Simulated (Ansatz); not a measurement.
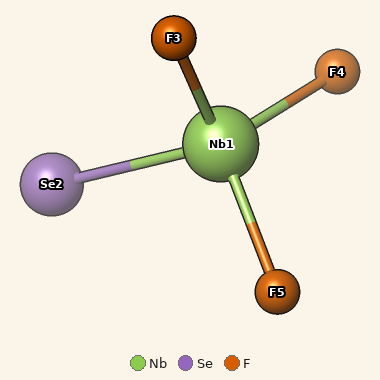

The system is NbSeF3; the picture shows the reference structure. 
- Coordinates scanned: (1) bond length Nb1–F3; (2) bond length Nb1–F5.
- Nothing is relaxed (all other coordinates rigid).
- The grid has 7 × 7 points.
- Points are written as (first, second).
- All energies are given in kJ/mol relative to the relaxed molecule at the same level.
- Theory: RKS PBE-D4/def2-TZVP (Ansatz).

Its coordinates:

| atom | x (Å) | y (Å) | z (Å) |
| --- | --- | --- | --- |
| Nb | -0.0005 | 0.0008 | -0.1148 |
| Se | 0.0100 | -0.0164 | 2.1723 |
| F | 1.7724 | 0.0095 | -0.6941 |
| F | -0.8946 | 1.5407 | -0.6701 |
| F | -0.8873 | -1.5346 | -0.6934 |

Range: bond length Nb1–F3 from 1.567 to 2.425 Å; bond length Nb1–F5 from 1.604 to 2.611 Å.

> Predict the map.

The lowest grid point is at (1.853 Å, 1.940 Å), 7 kJ/mol from the relaxed molecule at the same level. The bottom of the well lies between grid points, at about (1.864 Å, 1.863 Å), about 6.8 kJ/mol lower on the interpolated surface. No other kind of well shows on this grid. The highest grid point, (2.425 Å, 2.611 Å), lies 429 kJ/mol above the lowest. Round the minimum the two coordinates are nearly uncoupled.

```tsv
bond length Nb1–F5 ↓, bond length Nb1–F3 →	1.567	1.710	1.853	1.996	2.139	2.282	2.425
2.611	427	278	244	268	318	376	436
2.443	366	216	181	204	253	311	371
2.276	302	151	115	137	185	243	302
2.108	243	89	52	72	119	176	234
1.940	204	46	7	25	71	126	184
1.772	219	57	14	30	73	128	184
1.604	360	192	144	156	197	249	304
```

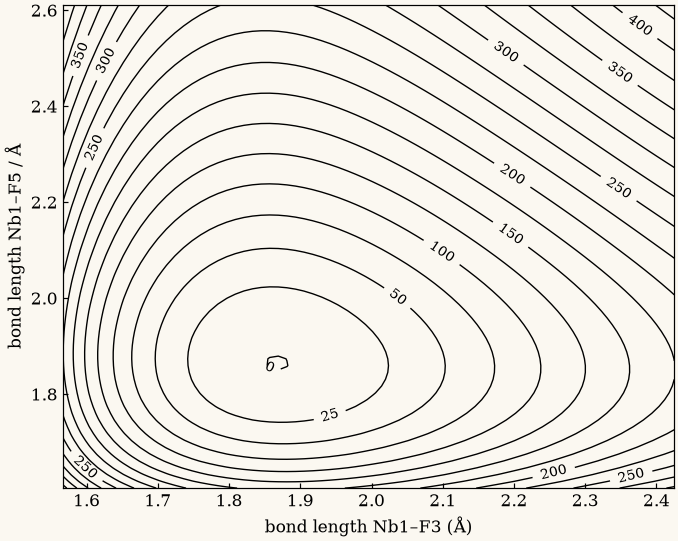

Drawn: contour lines labelled in kJ/mol. Between grid points the surface is interpolated.

The whole map (49 points run) took 6.4 min on 1 thread of Intel(R) Xeon(R) Platinum 8375C CPU @ 2.90GHz (Ice Lake), on a shared host.
